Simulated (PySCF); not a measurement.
**C2H8AlN (AlMe2(NH2)) at PBE0/ANO-RCC-MB (sfX2C)**

What is the vertical singlet–triplet gap of C2H8AlN (AlMe2(NH2)) at PBE0/ANO-RCC-MB (sfX2C)? The job is set up through a Python script.

Program for the calculation: PySCF 2.14.0.

### Step 1. The system as given

C2H8AlN has 12 atoms, charge 0, and is taken as a singlet. As SMILES, `[CH3][Al]([CH3])[NH2]`. Geometry: a GFN2-xTB relaxation, a rough one for these elements and not checked as a minimum.

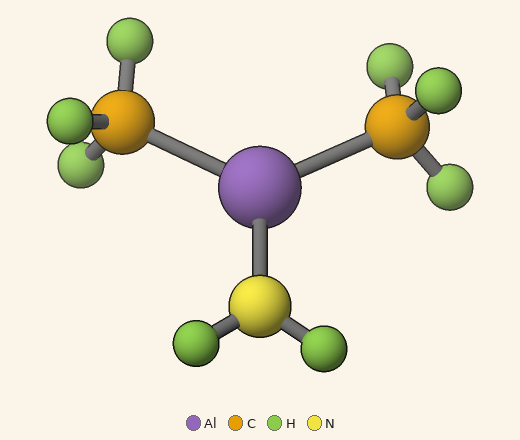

The structure, seen from a chosen angle (aluminium purple, carbon amber, hydrogen green, nitrogen yellow).

### Step 2. A single-point energy at PBE0/ANO-RCC-MB (sfX2C)

File input.py:

```python
from pyscf import gto, dft

mol = gto.M(
    atom='''
Al  -0.090570  -0.155050   0.000160
C    1.899660  -0.219350   0.100180
H    2.308530  -0.979290  -0.572590
H    2.251950  -0.478290   1.103240
H    2.371210   0.731660  -0.163140
C   -1.128040   1.544200  -0.106150
H   -1.984400   1.530300   0.574890
H   -1.536440   1.715300  -1.106670
H   -0.530810   2.425400   0.145140
N   -0.987550  -1.694620   0.007850
H   -0.579640  -2.621090   0.017400
H   -1.993900  -1.799180  -0.000320
''',
    verbose=3,
    basis='ano-rcc-mb',
    max_memory=1860,
    charge=0,
)

ks = dft.RKS(mol, xc='pbe0')
ks = ks.sfx2c1e()
ks.grids.level = 4
ks.conv_tol = 1e-10
ks.kernel()
if not ks.converged:
    ks = ks.newton().run(ks.mo_coeff, ks.mo_occ)

e_final = ks.e_tot
print('E(%s) = %.9f' % ('PBE0', e_final))
```

Launch:

```sh
OMP_NUM_THREADS=1 python input.py
```

The log of the run:

```text
converged SCF energy = -378.332442119249
E(PBE0) = -378.332442119
```

Run time: 13 s. Hardware: 1 thread of Arm Neoverse V1, shared host; peak memory 0.27 GiB.

### Step 3. The triplet at the same level

File job.py:

```python
from pyscf import gto, dft

system = gto.Mole()
system.atom = '''
Al  -0.090570  -0.155050   0.000160
C    1.899660  -0.219350   0.100180
H    2.308530  -0.979290  -0.572590
H    2.251950  -0.478290   1.103240
H    2.371210   0.731660  -0.163140
C   -1.128040   1.544200  -0.106150
H   -1.984400   1.530300   0.574890
H   -1.536440   1.715300  -1.106670
H   -0.530810   2.425400   0.145140
N   -0.987550  -1.694620   0.007850
H   -0.579640  -2.621090   0.017400
H   -1.993900  -1.799180  -0.000320
'''
system.basis = 'ano-rcc-mb'
system.max_memory = 1860
system.spin = 2
system.charge = 0
system.verbose = 3
system.build()

calc0 = dft.UKS(system)
calc0.xc = 'pbe0'
calc0 = calc0.x2c()
calc0.conv_tol = 1e-10
calc0.grids.level = 4
calc0.kernel()
if not calc0.converged:
    calc0 = calc0.newton().run(calc0.mo_coeff, calc0.mo_occ)

e_tot = calc0.e_tot
print(f'total energy: {e_tot:.8f} hartree')
```

Launch:

```sh
OMP_NUM_THREADS=1 python job.py
```

The log of the run:

```text
WARN: HOMO -0.0302550761653907 >= LUMO -0.318802331172918

WARN: HOMO -0.0664858686753401 >= LUMO -0.209400791489573

WARN: HOMO -0.0689181321023808 >= LUMO -0.19055762755427

WARN: HOMO -0.0803254129203732 >= LUMO -0.231191546322866

WARN: HOMO -0.0821371966295442 >= LUMO -0.232382641695762

WARN: HOMO -0.0805750884265227 >= LUMO -0.231840908856816

WARN: HOMO -0.0810645315357862 >= LUMO -0.230475489982273

WARN: HOMO -0.0810648922369704 >= LUMO -0.228845311531661

WARN: HOMO -0.0810809079182702 >= LUMO -0.227973246190669

WARN: HOMO -0.0810959299708469 >= LUMO -0.227651945979626

WARN: HOMO -0.0810866208024343 >= LUMO -0.227636951223018

WARN: HOMO -0.0810854334963935 >= LUMO -0.227617017342564

WARN: HOMO -0.0810857110477597 >= LUMO -0.227619830801275

WARN: HOMO -0.0810856543184529 >= LUMO -0.227618554625753

WARN: HOMO -0.0810856868353479 >= LUMO -0.227618517676371

converged SCF energy = -378.130065020809  <S^2> = 2.0048445  2S+1 = 3.003228
total energy: -378.13006502 hartree
```

Wall time 21 s (1 thread of Arm Neoverse V1, shared host); peak memory 0.27 GiB.

### Step 4. Results

At PBE0/ANO-RCC-MB (sfX2C):

```
                                        quantity          value
                           singlet: total energy  -378.33244 Eh
                          singlet: dipole moment         1.56 D
                            singlet: HOMO energy       -7.43 eV
                            singlet: LUMO energy        0.02 eV
                          singlet: HOMO–LUMO gap        7.44 eV
                           triplet: total energy  -378.13007 Eh
                          triplet: dipole moment         5.76 D
     triplet: HOMO energy (highest over α and β)       -2.21 eV
                                   triplet: ⟨S²⟩          2.005
vertical energy of the triplet above the singlet       5.507 eV
```

**Reading.** At this shape the triplet lies 5.51 eV (127 kcal/mol) above the singlet. In a minimal basis such a difference can be off by several eV, whatever the method. Mulliken charges (singlet) run from -0.81 on C2 to +1.06 on Al1; they depend strongly on the basis.
